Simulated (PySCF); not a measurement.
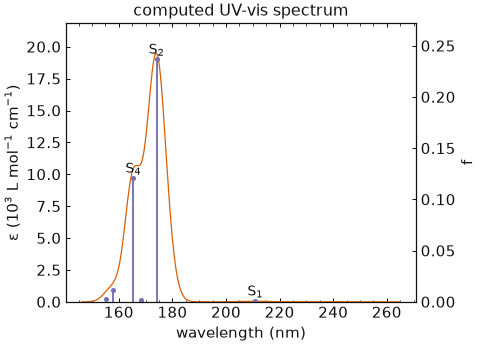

Vertical TDDFT excitations, CAM-B3LYP/def2-SVPD (IEF-PCM acetonitrile), PySCF, at a PBE0-D3(BJ)/def2-SVP geometry (no frequency check). The lowest 6 singlet states are shown; each is broadened by a Gaussian of 1/e half-width 0.20 eV. Sticks give oscillator strengths (right axis).

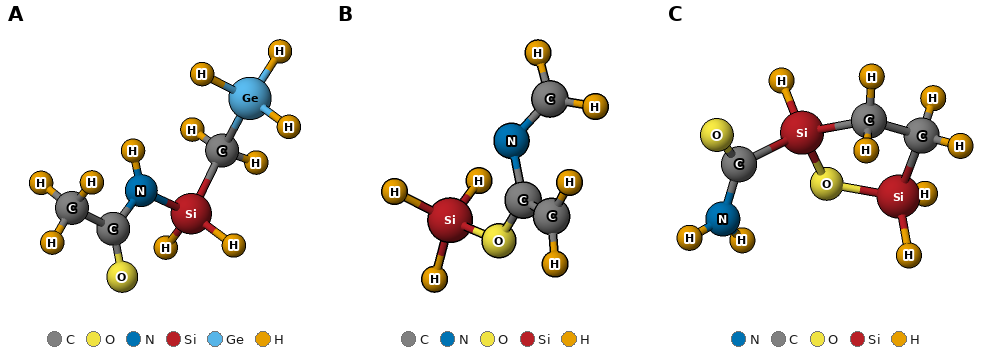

Which molecule gives this spectrum? The candidates are drawn in the second picture.

Structure A, C₃H₁₁GeNOSi, SMILES CC(=O)N[SiH2][CH2][GeH3], singlet. Its lowest singlet lies at 5.88 eV (f = 0.001) and the brightest of those computed is S2 at 7.12 eV (174 nm), f = 0.237, mainly HOMO−1 → LUMO+1 (65 %).

Caveats: one conformer of a flexible molecule; core orbitals are frozen in the response.
